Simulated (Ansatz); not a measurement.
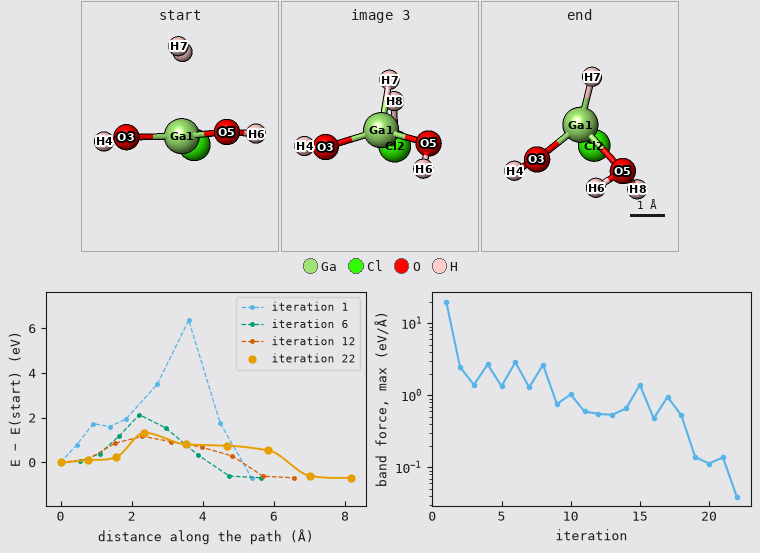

A search for the minimum-energy path of GaH₄O₂Cl, made up at the start of GaH2O2Cl and H$_{2}$ by the nudged elastic band. Images are numbered from 0 (start) to 8 (end). The plot follows the band through its iterations. The picture is a ball-and-stick view, seen from a free direction.

Level of theory: RKS PBE0/def2-SVP (Ansatz). Set-up: 7 movable images; climbing image; force threshold 0.05 eV/Å; iteration limit 60; starting path through a guess of the saddle point.

Did the band converge, and can the barrier be trusted?

Answer. The result is final at these settings. The band converged in 22 iterations. The largest component of the band force went from 20 to 0.039 eV/Å. The climbing image converged on the top of the path. Its vibrational analysis gives one imaginary mode (869i cm⁻¹), as a transition state must have. The first iteration put the highest image at 6.37 eV. Forward barrier 1.33 eV, backward barrier 2.02 eV, with image 3 at the top; the reaction energy is −0.69 eV.

Limits of the set-up: the start holds two separate molecules, 2.6 Å apart at their closest, whose relative position is a soft coordinate and is computed without a dispersion correction.
